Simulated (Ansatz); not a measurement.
TaSi2: Ta interstitial (started 1.71 Å from the nearest host atom), symmetric start

The reference is a 9-atom supercell of TaSi2 (space group P6_222, No. 180; a = 4.7597 Å, c = 6.5615 Å) at its relaxed geometry.

One thing is altered: a neutral Ta interstitial (started 1.71 Å from the nearest host atom), symmetric start, atoms relaxed at fixed cell.

All numbers come from PBEsol (Ansatz, an electronic-structure program), no spin-orbit coupling, earlier PAW set. k-mesh 10×10×10 (Γ-centred); smearing 0.05 eV (Fermi–Dirac).

```tsv
quantity	base	changed	shift
pressure	0.0 GPa	55.7 GPa	+55.7 GPa
largest displacement of a host atom from its site in the perfect cell	–	0.52 Å	–
final site of the added atom	–	4 Si at 2.21 Å and 4 Ta at 2.65 Å	–
```

Final structure:

```xyz
10
Lattice="4.7597 0.0000 0.0000 -2.3799 4.1220 0.0000 -2.3799 -4.1220 6.5615" Properties=species:S:1:pos:R:3 pbc="T T T"
Ta     2.3799     0.0000    -0.0743
Ta     1.1899     2.0610     2.2615
Ta     1.1899    -2.0610     4.3744
Si     0.0785     1.7478    -0.2547
Si    -1.5529     0.8059     2.4419
Si    -1.0721    -0.6190     4.3744
Si     2.3013     2.3742    -0.2547
Si     1.5529    -0.8059     2.4419
Si     1.0721     0.6190     4.3744
Ta     0.0000     0.0000     1.0936
```

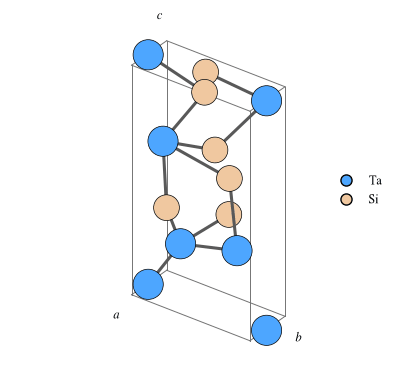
*The relaxed cell after the change*

The cell is small, so the values are those of an ordered compound at a high defect concentration; dilute-limit values will differ. The defect started on the symmetric site and kept its symmetry, so it may sit on a saddle. All final runs are without spin polarisation. An odd electron count without spin: TaSi2. The defect cell is not spin-polarised.
